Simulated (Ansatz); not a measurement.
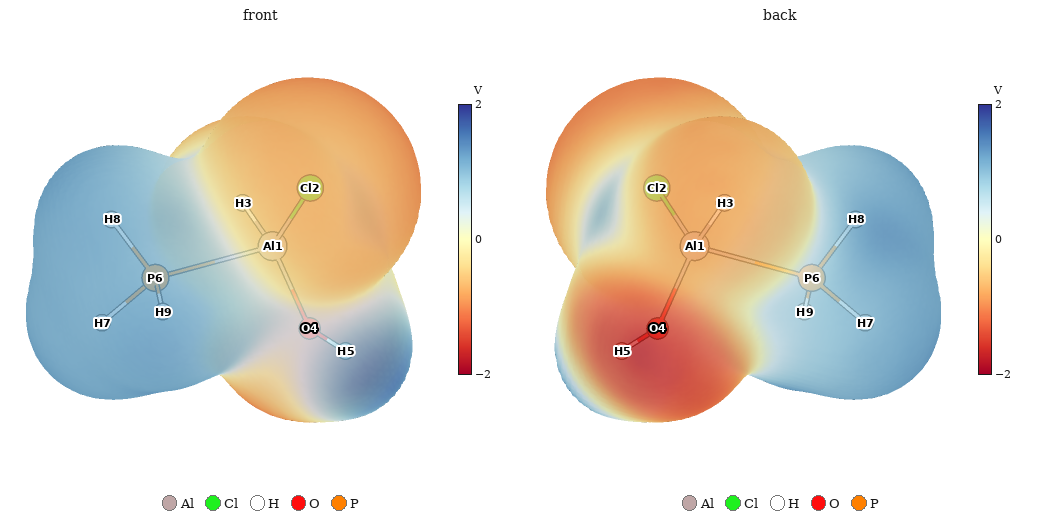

*AlClH5OP. The electrostatic potential painted on the density surface at 0.001 e/bohr³, seen from the front and from behind; the colour scale runs from red (negative) to blue (positive).*

Method: RKS PBE0/def2-SVP (Ansatz 0.2.0).

```json
{"atom": "Al", "x (Å)": "0.0243", "y (Å)": "-0.0106", "z (Å)": "0.0180"}
{"atom": "Cl", "x (Å)": "0.4482", "y (Å)": "-0.9967", "z (Å)": "1.8779"}
{"atom": "H", "x (Å)": "1.2329", "y (Å)": "0.4739", "z (Å)": "-0.8784"}
{"atom": "O", "x (Å)": "-1.4458", "y (Å)": "-0.4079", "z (Å)": "-0.7655"}
{"atom": "H", "x (Å)": "-2.1007", "y (Å)": "-1.0264", "z (Å)": "-0.4403"}
{"atom": "P", "x (Å)": "-0.5617", "y (Å)": "2.1724", "z (Å)": "1.2316"}
{"atom": "H", "x (Å)": "-1.0428", "y (Å)": "3.3329", "z (Å)": "0.5711"}
{"atom": "H", "x (Å)": "0.4777", "y (Å)": "2.7659", "z (Å)": "1.9914"}
{"atom": "H", "x (Å)": "-1.5454", "y (Å)": "2.0694", "z (Å)": "2.2466"}
```

> Describe the electrostatic potential map.

The most negative region (about −1.6 V) lies over O4, the most positive (about +1.5 V) over H5. O4 is the likeliest acceptor of a hydrogen bond.
